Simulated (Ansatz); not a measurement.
Where the default PAW files enter, the runs use the earlier of Ansatz's two default sets.

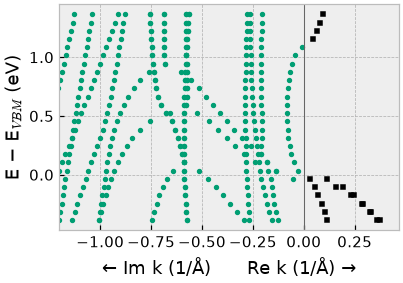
Fig. 1. Complex bands at the centre of the two-dimensional zone; r2SCAN in Ansatz (a quantum-chemistry and plane-wave program)

No gap correction and no spin-orbit coupling; mid-gap values are interpolated between computed energies.

Task: This is CdSe (P6_3mc, wurtzite, 4 atoms a cell, 29.0 Å³ an atom) along the normal of (110). Read off the slowest decay at the centre of the two-dimensional zone at 0.53 eV, the computed energy nearest the middle of the gap.

Result: κ ≈ 0.08 1/Å, a decay length 1/(2κ) of the density of 6.0 Å.
